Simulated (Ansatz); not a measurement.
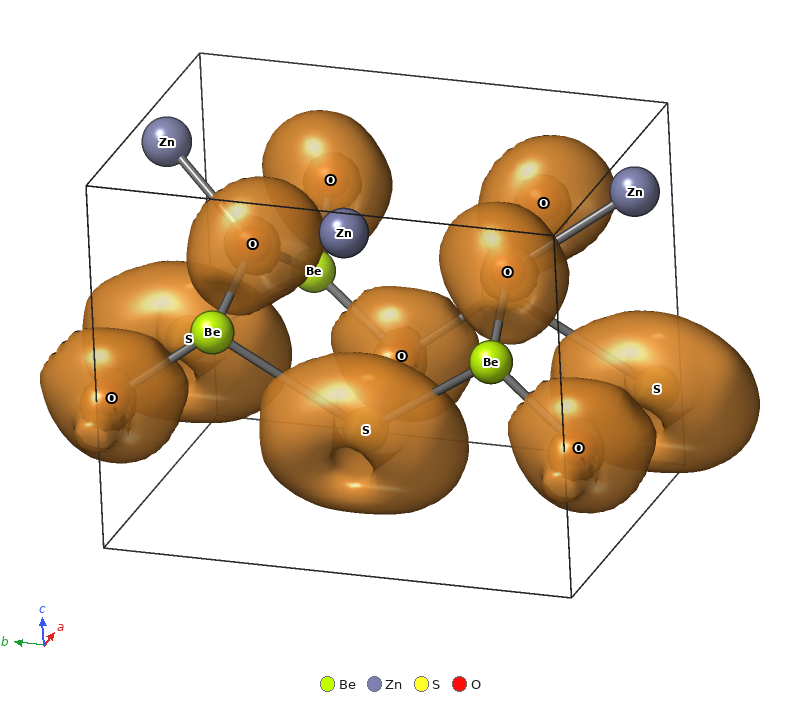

The picture shows: Be₂ZnSO₃. Isosurface of the electron localisation function at 0.7 (orange), seen at an oblique angle. Only the valence region is drawn (cores and ρ < 0.01 e/Å³ removed). Sticks mark near contacts.

Space group Cm; a generated structure, not necessarily the stable one; changed on purpose from its base cell (volume × 0.91, shape and atoms relaxed).

All numbers below come from Ansatz 0.2.0, DFT PBE, scalar-relativistic, plane waves, PAW.

Core electrons are frozen (PAW), and the valence fields are smoothed inside the atomic spheres.

```
Be Zn S O
1.0
     5.15767    0.00000    0.23122
     0.00000    6.41877    0.00000
    -1.04087    0.00000    5.33335
Be Zn S O
4 2 2 6
Direct
  0.20856 0.79779 0.54672
  0.70856 0.29779 0.54672
  0.20856 0.20221 0.54672
  0.70856 0.70221 0.54672
  0.18997 0.50000 0.86887
  0.68997 0.00000 0.86887
  0.29281 0.50000 0.28739
  0.79281 0.00000 0.28739
  0.48705 0.77236 0.69102
  0.98705 0.27236 0.69102
  0.48705 0.22764 0.69102
  0.98705 0.72764 0.69102
  0.12599 0.00000 0.36828
  0.62599 0.50000 0.36828
```

### Describe the localisation domains.

The surface consists of two regions on O in which the atom's valence shell and bonds are merged, four regions wrapped around O (the valence shell of each) and two regions wrapped around S (the valence shell of each), counted in one cell of 14 atoms. Any copies at cell faces, edges or corners count once.

Values along the shortest contacts:
Be–O (1.54 Å): the ELF peaks at about 0.90 in the valence shell of O, 0.7 Å from its nucleus, and is about 0.85 at the midpoint. S–O (1.71 Å): the ELF peaks at about 0.80 between the atoms: a shared but strongly polarised pair.
